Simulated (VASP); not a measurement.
Band structure of HfN (space group Fm-3m). These are LDA (Ceperley-Alder, Perdew-Zunger), VASP's LDA PAW potentials (set 64) (plane waves; VASP 6.6.1) values and carry that method's errors.

Unless said otherwise, spin-orbit coupling is left out, though it shifts the bands of the heavy elements here.

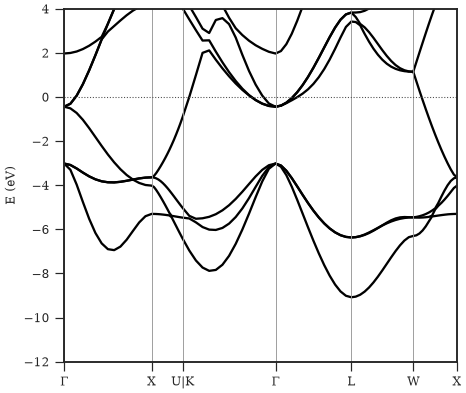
*Bands along high-symmetry lines, zero at the valence-band maximum or, without a gap, the Fermi level*

Question: Read the plot: is there a gap, and where are the band edges?

Answer: It has no gap at this level: it comes out as a metal or semimetal. (Edges off the drawn lines would not show.)

The structure comes from a computed database's HfN entry (Fm-3m); how it stands against other phases isn't given here. It was relaxed first. The electron count is odd and the run is not spin-polarised, which forces a metal.
